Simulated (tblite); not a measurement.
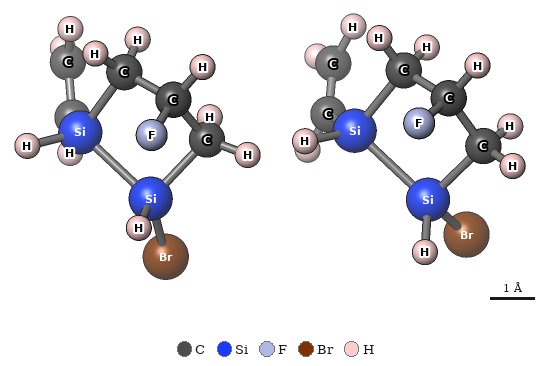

Two geometries of C5H10BrFSi2, drawn at one scale. One is the start of a relaxation, the other its converged end. Style: ball-and-stick. Shown from a free direction.

These are results of tblite, GFN2-xTB geometry optimisation, gas phase, not measurements. 

> Which of the two is the end point?

The right one is the relaxed one. An H atom moves most after the best rigid fit: 0.90 Å. By element the largest moves are H 0.90 Å, Br 0.86 Å, C 0.45 Å, F 0.37 Å, Si 0.18 Å. Some distances before and after: F–Si 2.583 → 3.049 Å, Si–Si 2.256 → 2.326 Å, C–Si 1.828 → 1.883 Å, Br–Si 2.198 → 2.251 Å. Bond angles that change, for instance: Si–Si–H 108.9° → 125.3°, Br–Si–H 115.3° → 101.7°, H–C–H 116.1° → 107.2°. Groups turn about Si–Si by about 25°, C–Si by about 20°. The energy falls by 18.1 kcal/mol in 101 geometry steps.
